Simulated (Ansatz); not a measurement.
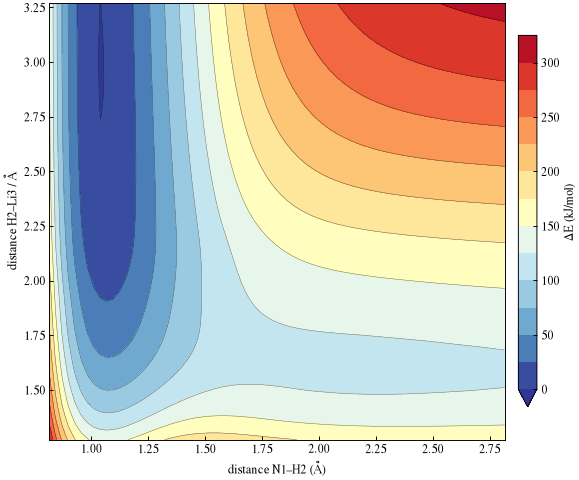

Energy landscape of the system N + HLi, spin multiplicity 4. Coordinates scanned: (1) distance N1–H2; (2) distance H2–Li3. Nothing is relaxed (the angle N1–H2–Li3 is fixed at 180 degrees). Grid: 16 × 16 points. Points are written as (first, second). Energies are in kJ/mol, from the lowest grid point. Theory: UKS B3LYP-D4/aug-cc-pVTZ in Ansatz 0.2.0.

In the figure: filled contours. Between grid points the surface is interpolated. 

**Describe this landscape.**

The lowest grid point is at (1.063 Å, 2.932 Å). Other grid points that lie below all their neighbours: (1.997 Å, 1.631 Å) (120 kJ/mol higher). The highest grid point, (2.816 Å, 3.272 Å), lies 306 kJ/mol above the lowest.

Grid values (kJ/mol):

```tsv
distance H2–Li3 ↓, distance N1–H2 →	0.875	1.063	1.295	1.559	1.846	2.152	2.476	2.816
3.272	72	1	64	166	243	281	298	306
2.932	73	0	60	154	223	256	270	277
2.608	76	1	56	140	197	222	232	237
2.302	83	5	53	124	167	183	190	193
2.015	100	17	56	113	140	148	152	156
1.751	123	38	69	110	123	125	127	129
1.519	155	71	97	124	124	122	123	124
1.331	200	120	147	165	157	151	150	152
```

The table holds every second grid line.

Each point was launched as `ansatz run input.yaml --threads 1 --pin off --max-ram 2560MiB --backend cpu --events-out ev --progress --plain --runs-dir out`. Time for the 256 points that were run: 12 min on 1 thread of Arm Neoverse V2 (shared host).
